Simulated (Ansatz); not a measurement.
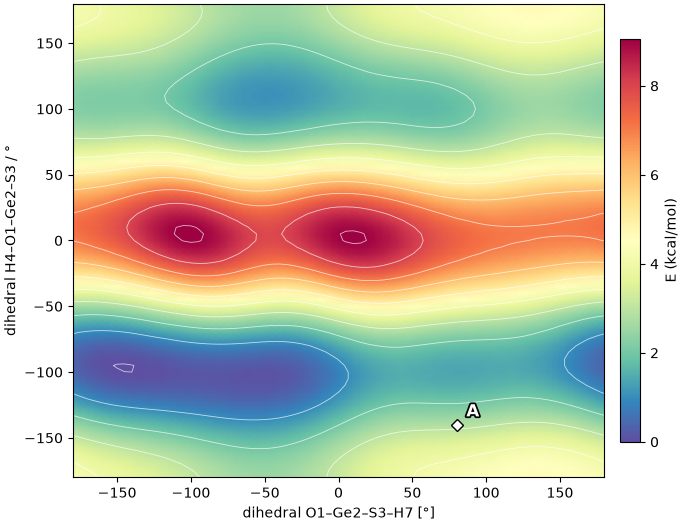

GeH₅OS, SMILES [OH][GeH2][SH2+], charge +1. The first coordinate is: dihedral O1–Ge2–S3–H7; the second: dihedral H4–O1–Ge2–S3. Nothing is relaxed (all other coordinates rigid). The grid has 18 × 18 points. Energies: kcal/mol, counted from the lowest grid point. Level of theory: RKS r2SCAN-D4/def2-SVP in Ansatz 0.2.0.

The picture shows a smooth colour map with a few white contour lines, the point A. Between grid points the surface is interpolated.

Question: Which way does the force act at A, and how strong is it?

Answer: A, at dihedral O1–Ge2–S3–H7 = 80°, dihedral H4–O1–Ge2–S3 = −140°, is not a stationary point. The computed force is 0.0033 kcal/mol for each degree towards smaller values of dihedral O1–Ge2–S3–H7 and 0.054 kcal/mol for each degree towards larger values of dihedral H4–O1–Ge2–S3.
